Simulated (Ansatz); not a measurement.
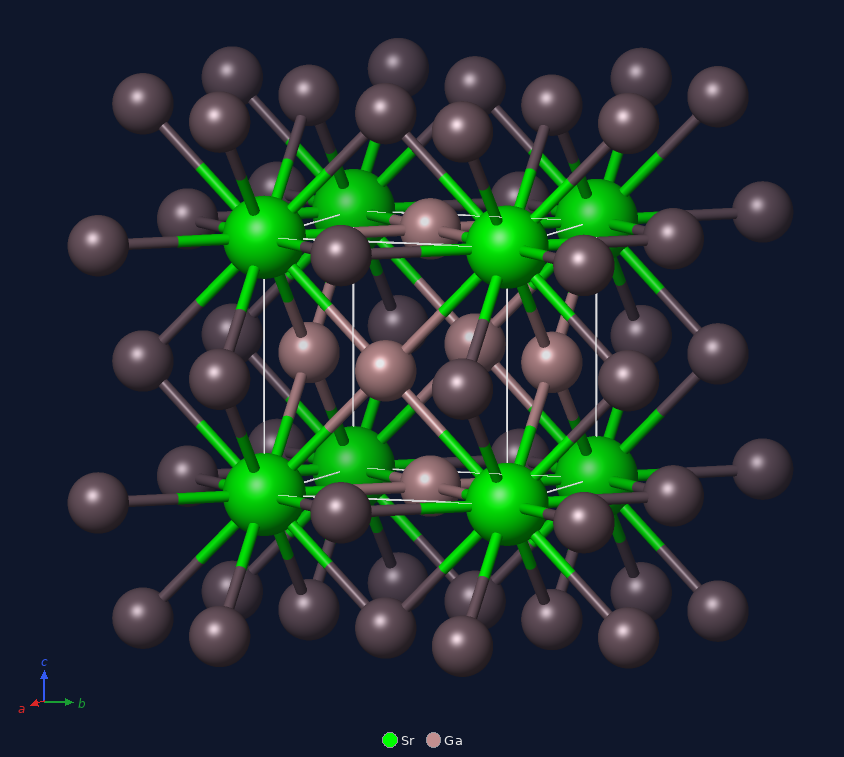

We look at a ball-and-stick model of the crystal slightly off an axis. The lines enclose the conventional unit cell; boundary atoms appear with their images. Atoms of adjacent cells appear where they bond to atoms in the box, in fainter colours.

SrGa3, Cu₃Au (L1₂) type, space group Pm-3m (No. 221), a = 4.528 Å, b = 4.528 Å, c = 4.528 Å, α = 90.00°, β = 90.00°, γ = 90.00°. Provenance: a structure type filled with these elements by a generator (whether the compound takes this form wasn't checked). Earlier steps of the study, as a rule a relaxation of our own, may have changed the cell and positions, so they can lie some per cent off the listed ones. Ansatz was used for an electronic-structure calculation on it.

This one geometry was computed with Ansatz (DFT, plane waves, PAW) at five levels of theory: PBE, PBEsol, PBE with spin-orbit coupling, LDA and r2SCAN.

**Which level gives the highest pressure at this volume, and what does that say about its equilibrium volume?**

Highest: PBE (0.0 GPa) and PBE with spin-orbit coupling (0.0 GPa), which points to the largest equilibrium volume. Lowest, with the smallest volume: LDA (-4.3 GPa). Levels within 0.5 GPa of each other can't be told apart.

**How does the band gap change with the level of theory?**

All levels give a metal.

**Collect the results in a table.**

| level | cutoff (eV) | k-mesh of the run's cell | gap (eV) | pressure (GPa) |
| --- | --- | --- | --- | --- |
| PBE | 420 | 8×8×8 | metal | 0.0 |
| PBEsol | 420 | 8×8×8 | metal | -2.7 |
| PBE with spin-orbit coupling | 420 | 8×8×8 | metal | 0.0 |
| LDA | 420 | 8×8×8 | metal | -4.3 |
| r2SCAN | 500 | 8×8×8 | metal | -1.2 |

Gaps are taken on the k-mesh or band path of each run.
